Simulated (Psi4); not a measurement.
**UHSE06/cc-pVTZ run of [CF2]+ (SMILES F[C+]F)**

What is the vertical doublet–quartet gap of [CF2]+ at UHSE06/cc-pVTZ? 

The results are computed with Psi4 1.11.

6 further runs of the same task are left out: 4 that didn't finish, 2 set aside as unsound or not needed.

### Step 1. Starting point

[CF2]+: 3 atoms, total charge +1, spin state doublet. SMILES: `F[C+]F`. The coordinates come from a PBE0-D4/def2-TZVP relaxation.

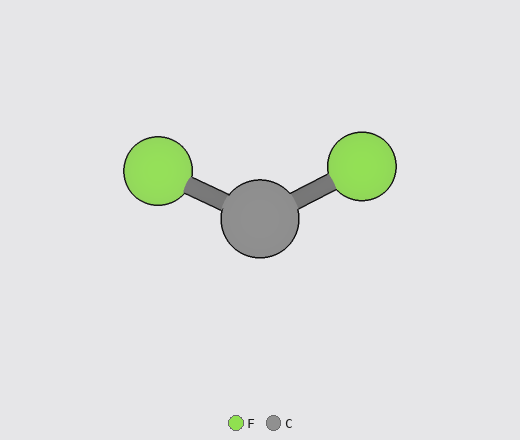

Viewed from a chosen angle; fluorine green, carbon grey.

### Step 2. Energy and forces at UHSE06/cc-pVTZ

cf2.json

```json
{
  "schema_name": "qcschema_input",
  "schema_version": 1,
  "molecule": {
    "schema_name": "qcschema_molecule",
    "schema_version": 2,
    "symbols": ["F", "C", "F"],
    "geometry": [0.71641407, 1.83866572, 0.5975125, 0.52101639, -0.41830977, 0.24050544, -1.23744936, -1.42035595, -0.83803684],
    "molecular_charge": 1,
    "molecular_multiplicity": 2,
    "fix_symmetry": "c1"
  },
  "driver": "gradient",
  "model": {
    "method": "hse06",
    "basis": "cc-pVTZ"
  },
  "keywords": {
    "reference": "uks",
    "puream": true,
    "e_convergence": 1e-09,
    "d_convergence": 1e-08,
    "scf_type": "pk",
    "dft_radial_points": 99,
    "dft_spherical_points": 590,
    "maxiter": 100
  }
}
```

Launch:

```console
$ psi4 --qcschema cf2.json -n 1 --memory 2200MB
```

stdout:

```text
[...]
  Running in c1 symmetry.
[...]
  Nuclear repulsion =   67.033256852444907
[...]
  Multiplicity = 2
[...]
  Nalpha       = 12
  Nbeta        = 11
[...]
    Number of basis functions: 90
[...]
   @UKS iter   1:  -237.14909543856973    3.56052e-01   2.66512e-03 DIIS/ADIIS
[...]
   @UKS iter  11:  -237.17189476822770   -5.82645e-11   8.91259e-09 DIIS
[...]
   @S^2 Observed:                7.532738133E-01
[...]
    Orbital Energies [Eh]
    ---------------------
    Alpha Occupied:
       1A    -25.229963     2A    -25.229955     3A    -10.850167
       4A     -1.760976     5A     -1.702429     6A     -1.082111
       7A     -1.008565     8A     -0.957643     9A     -0.947685
      10A     -0.851355    11A     -0.844552    12A     -0.688170
    Alpha Virtual:
      13A     -0.446409    14A     -0.171389    15A     -0.102065
      16A     -0.015967    17A     -0.011141    18A      0.017715
      19A      0.090100    20A      0.312475    21A      0.314370
      22A      0.321993    23A      0.384161    24A      0.426035
      25A      0.497179    26A      0.526376    27A      0.531495
[...]
  @UKS Final Energy:  -237.17189476822770
   => Energetics <=
    Nuclear Repulsion Energy =             67.0332568524449073
    One-Electron Energy =                -452.6760679000709615
    Two-Electron Energy =                 168.3199826763298290
    DFT Exchange-Correlation Energy =     -19.8490663969314589
    Empirical Dispersion Energy =           0.0000000000000000
    VV10 Nonlocal Energy =                  0.0000000000000000
    Total Energy =                       -237.1718947682277019
[...]
 Multipole Moments:
 ------------------------------------------------------------------------------------
     Multipole            Electronic (a.u.)      Nuclear  (a.u.)        Total (a.u.)
 ------------------------------------------------------------------------------------
 L = 1.  Multiply by 2.5417464519 to convert [e a0] to [Debye]
 Dipole X            :          0.1270204            0.2057569            0.3327773
 Dipole Y            :         -0.0932618           -0.1510640           -0.2443258
 Dipole Z            :          0.0000000           -0.0000000            0.0000000
 Magnitude           :                                                    0.4128387
[...]
  -Total Gradient:
     Atom            X                  Y                   Z
    ------   -----------------  -----------------  -----------------
       1       -0.000307915888    -0.000951578001    -0.000000000000
       2       -0.000533935424     0.000388917283     0.000000000000
       3        0.000818189414     0.000580033695     0.000000000000
[...]
```

The result, in JSON:

```text
{
 "driver": "gradient",
 "model": {
  "method": "hse06",
  "basis": "cc-pVTZ"
 },
 "success": true,
 "return_result": [-0.0003079158876689303, -0.0009515780009480834, -2.884198134755613e-14, -0.0005339354240511129, 0.00038891728286866156, 2.3646951924382878e-14, 0.0008181894142203494, 0.0005800336945909201, 2.3537195130875344e-14],
 "properties": {
  "calcinfo_nbasis": 90,
  "calcinfo_nmo": 90,
  "calcinfo_nalpha": 12,
  "calcinfo_nbeta": 11,
  "calcinfo_natom": 3,
  "nuclear_repulsion_energy": 67.03325685244491,
  "return_energy": -237.1718947682277,
  "return_gradient": [-0.0003079158876689303, -0.0009515780009480834, -2.884198134755613e-14, -0.0005339354240511129, 0.00038891728286866156, 2.3646951924382878e-14, 0.0008181894142203494, 0.0005800336945909201, 2.3537195130875344e-14],
  "scf_one_electron_energy": -452.67606790007096,
  "scf_two_electron_energy": 168.31998267632983,
  "scf_xc_energy": -19.84906639693146,
  "scf_dipole_moment": [0.3327773006880603, -0.24432575640190413, 8.955757650896203e-16],
  "scf_total_energy": -237.1718947682277,
  "scf_total_gradient": [-0.0003079158876689303, -0.0009515780009480834, -2.884198134755613e-14, -0.0005339354240511129, 0.00038891728286866156, 2.3646951924382878e-14, 0.0008181894142203494, 0.0005800336945909201, 2.3537195130875344e-14],
  "scf_iterations": 11
 }
}
```

Run time: 95 s. Hardware: 1 thread of AMD EPYC (Zen 3), shared host; peak memory 0.79 GiB.

### Step 3. The quartet, same level

calc.inp

```
memory 2200 MB

molecule m {
  1 4
  F      0.379110     0.972980     0.316190
  C      0.275710    -0.221360     0.127270
  F     -0.654830    -0.751620    -0.443470
  symmetry c1
  no_reorient
  no_com
}

set {
  basis cc-pVTZ
  reference uks
  puream true
  e_convergence 1e-09
  d_convergence 1e-08
  scf_type pk
  dft_radial_points 99
  dft_spherical_points 590
  maxiter 100
}

e_tot, wfn = gradient('hse06', return_wfn=True)
oeprop(wfn, 'MAYER_INDICES', 'QUADRUPOLE', 'WIBERG_LOWDIN_INDICES', title='HSE06')
```

Launch:

```console
$ psi4 -i calc.inp -o calc.out -n 1
```

calc.out, cut to the lines that bear on the results:

```text
[...]
  Running in c1 symmetry.
[...]
  Nuclear repulsion =   67.033256693421961
[...]
  Multiplicity = 4
[...]
  Nalpha       = 13
  Nbeta        = 10
[...]
    Number of basis functions: 90
[...]
   @UKS iter   1:  -236.82761839243949    6.77529e-01   3.19214e-03 DIIS/ADIIS
[...]
   @UKS iter  12:  -236.86945035046853   -7.98650e-12   4.91448e-09 DIIS
[...]
   @S^2 Observed:                3.758095889E+00
[...]
  @UKS Final Energy:  -236.86945035046853
   => Energetics <=
    Nuclear Repulsion Energy =             67.0332566934219614
    One-Electron Energy =                -451.9983916555720498
    Two-Electron Energy =                 167.9621016882552453
    DFT Exchange-Correlation Energy =     -19.8664170765736756
    Empirical Dispersion Energy =           0.0000000000000000
    VV10 Nonlocal Energy =                  0.0000000000000000
    Total Energy =                       -236.8694503504685258
[...]
  -Total Gradient:
     Atom            X                  Y                   Z
    ------   -----------------  -----------------  -----------------
       1        0.018432680730    -0.162119463279    -0.007774875220
       2       -0.156129558218     0.125348248264    -0.072071965242
       3        0.137681205382     0.036783798116     0.079839606049
[...]
 Multipole Moments:
 ------------------------------------------------------------------------------------
     Multipole            Electronic (a.u.)      Nuclear  (a.u.)        Total (a.u.)
 ------------------------------------------------------------------------------------
 L = 1.  Multiply by 2.5417464519 to convert [e a0] to [Debye]
 Dipole X            :          1.5120304           -1.5632192           -0.0511889
 Dipole Y            :         -1.2138289            1.2549293            0.0411004
 Dipole Z            :          0.6980543           -0.7216864           -0.0236321
 Magnitude           :                                                    0.0697712
 L = 2.  Multiply by 1.3450342976 to convert [e a0^2] to [Debye ang]
 Quadrupole XX       :        -28.6175774           20.0295188           -8.5880586
 Quadrupole XY       :        -25.2428199           26.3661035            1.1232837
[...]
```

Wall time 1.8 min (1 thread of AMD EPYC (Zen 3), shared host); peak memory 0.8 GiB.

### Step 4. What came out

At UHSE06/cc-pVTZ:

| quantity | value |
| --- | --- |
| doublet: total energy | -237.17189 Eh |
| doublet: HOMO energy (highest over α and β) | -18.73 eV |
| doublet: LUMO energy (lowest over α and β) | -13.40 eV |
| doublet: ⟨S²⟩ | 0.753 |
| doublet: largest force on an atom | 0.052 eV/Å |
| quartet: total energy | -236.86945 Eh |
| quartet: HOMO energy (highest over α and β) | -14.25 eV |
| quartet: ⟨S²⟩ | 3.758 |
| quartet: largest force on an atom | 10.943 eV/Å |
| vertical energy of the quartet above the doublet | 8.230 eV |

In words: At this shape the quartet lies 8.23 eV (190 kcal/mol) above the doublet.
